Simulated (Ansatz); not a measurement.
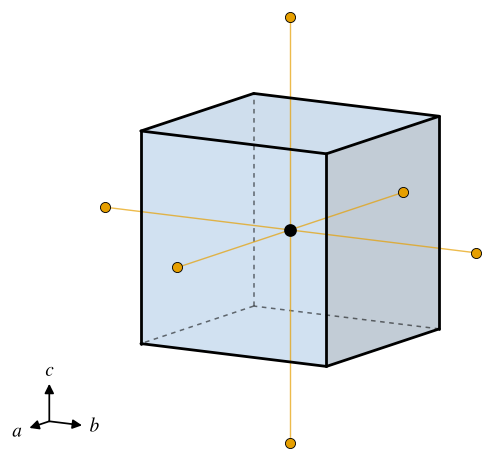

The Wigner–Seitz cell of the crystal's lattice, with lines to the lattice points that define its faces. Crystal: SrB3Rh, the geometry relaxed with DFT PBE, scalar-relativistic, plane waves, PAW in Ansatz 0.2.0; the starting structure was generated, so it need not be a known form of this composition. The drawing is computed from the coordinates (standard cell, symmetry found to 0.002 Å).

a = 4.149 Å, b = 4.149 Å, c = 4.149 Å, α = 90.00°, β = 90.00°, γ = 90.00°; space group Pm-3m (No. 221).

### What is the cell's combinatorial type?

A parallelepiped: 6 faces (6 with 4 edges), 12 edges, 8 vertices. Its volume is that of the primitive cell, 71.4 Å³.

### Which lattice vectors do the faces bisect?

```csv
example,length (Å),faces,edges of each,area (Å²)
a,4.15,6,4,17.2
```
